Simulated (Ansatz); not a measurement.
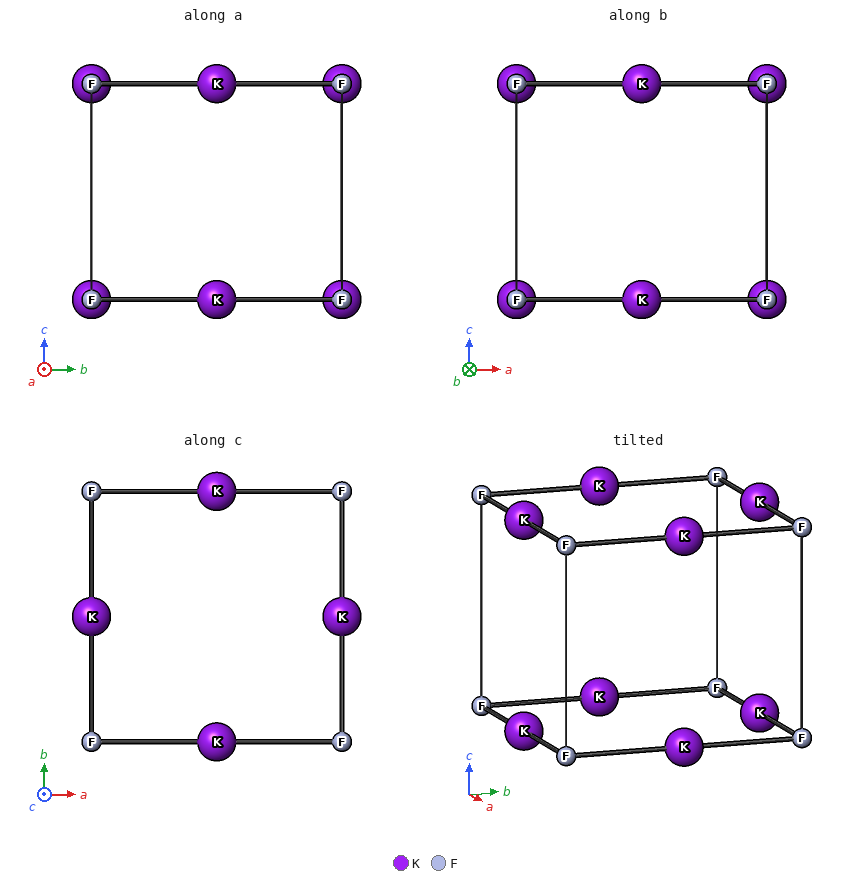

An orthographic ball-and-stick view of the structure, along the a axis, along the b axis, along the c axis and slightly off an axis. One conventional unit cell is framed, with atoms on its boundary repeated.

Lattice parameters: a = 5.2401 Å, b = 5.2401 Å, c = 4.5155 Å, α = 90.000°, β = 90.000°, γ = 90.000°.

**Set out the cell and atoms as a CIF in P1 with every atom of the cell.**

```cif
data_structure
_symmetry_space_group_name_H-M 'P 1'
_symmetry_Int_Tables_number 1
_cell_length_a 5.2401
_cell_length_b 5.2401
_cell_length_c 4.5155
_cell_angle_alpha 90.000
_cell_angle_beta 90.000
_cell_angle_gamma 90.000
_cell_volume 123.99
loop_
_atom_site_label
_atom_site_type_symbol
_atom_site_fract_x
_atom_site_fract_y
_atom_site_fract_z
_atom_site_occupancy
K1 K 0.5000 0.0000 0.0000 1
K2 K 0.0000 0.5000 0.0000 1
F1 F 0.0000 0.0000 0.0000 1
```

The cell started as a random cell made by a generator, so it need not be a real form of the compound. The geometry was optimised with DFT PBE, scalar-relativistic, plane waves, PAW (Ansatz).
